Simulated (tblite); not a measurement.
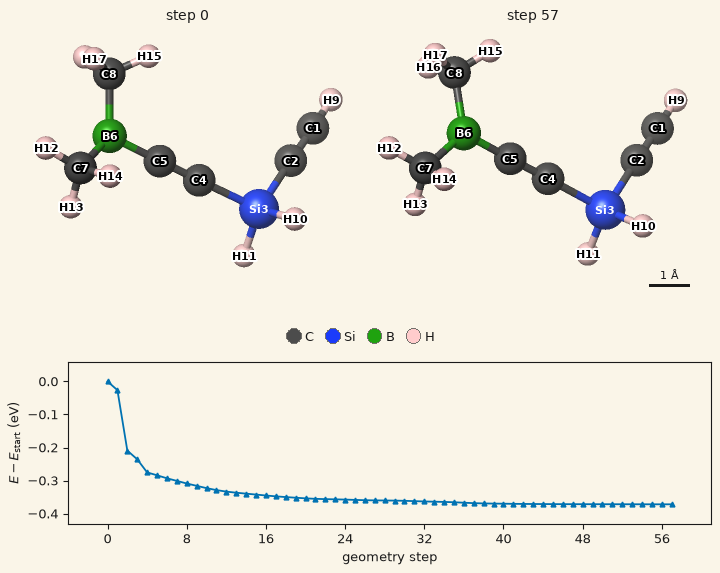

First and last geometry of a relaxation of C$_{6}$H$_{9}$BSi, with the history of the run. Style: ball-and-stick. Shown at a tilt.

The calculation used tblite, GFN2-xTB geometry optimisation, gas phase. 

### Read the history and describe the run.

It converged. After 57 geometry steps the energy has fallen by 0.372 eV. The atom that moves furthest after the best rigid fit is B6 (0.36 Å). Largest moves by element: B 0.36 Å, H 0.31 Å, C 0.23 Å, Si 0.05 Å. Some distances before and after: C5–B6 1.543 → 1.507 Å, C8–H17 1.123 → 1.088 Å, C7–H14 1.125 → 1.091 Å, C2–Si3 1.830 → 1.852 Å. Among the angles between lasting bonds that change: B6–C7–H13 106.5° → 112.1°, H12–C7–H13 112.3° → 108.3°, H12–C7–H14 111.2° → 107.2°. Cost: 0.44 s on 1 thread of Intel(R) Xeon(R) Platinum 8488C, on a shared host.
